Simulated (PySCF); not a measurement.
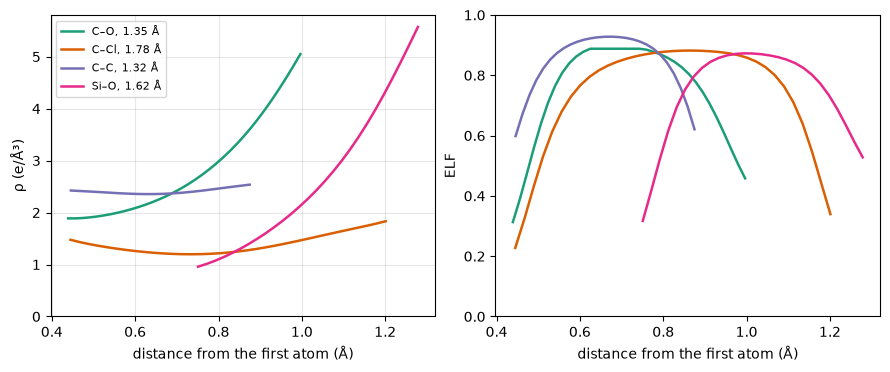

*C₃H₇ClOSi. Total electron density and ELF along straight lines between neighbouring atoms. The curves leave out the atomic cores.*

Geometry: GFN2-xTB.

Computed with PBE0/def2-SVPD, SCF density, gas phase (PySCF 2.14.0).

```yaml
atoms:
  - { symbol: C, position_ang: [2.8006, 0.3135, 0.1967] }
  - { symbol: C, position_ang: [1.7395, -0.4262, -0.0702] }
  - { symbol: O, position_ang: [0.4817, 0.0541, 0.0428] }
  - { symbol: Si, position_ang: [-0.9607, -0.6424, -0.2222] }
  - { symbol: C, position_ang: [-2.1503, 0.7812, 0.1910] }
  - { symbol: Cl, position_ang: [-3.8144, 0.1976, -0.0467] }
  - { symbol: H, position_ang: [3.7917, -0.0868, 0.1011] }
  - { symbol: H, position_ang: [2.7002, 1.3352, 0.5171] }
  - { symbol: H, position_ang: [1.8174, -1.4573, -0.3931] }
  - { symbol: H, position_ang: [-1.1138, -1.0512, -1.6186] }
  - { symbol: H, position_ang: [-1.1853, -1.7762, 0.6749] }
  - { symbol: H, position_ang: [-2.0295, 1.6451, -0.4582] }
  - { symbol: H, position_ang: [-2.0816, 1.1138, 1.2241] }
```

Q: What can be read from the curves?

A: C–O (1.35 Å): the density is about 2.3 e/Å³ at the midpoint, with its minimum of 1.9 e/Å³ about 0.5 Å from C; the ELF peaks at about 0.90 between the atoms (a shared but strongly polarised pair).
C–Cl (1.78 Å): the density is about 1.3 e/Å³ at the midpoint; the ELF peaks at about 0.90 between the atoms; localised, covalent bonding.
C–C (1.32 Å): the density is about 2.4 e/Å³ at the midpoint; the ELF peaks at about 0.95 between the atoms (a multiple bond).
Si–O (1.62 Å): ρ at the midpoint is about 1.1 e/Å³; the ELF peaks at about 0.85 between the atoms: a short, strongly polar bond.
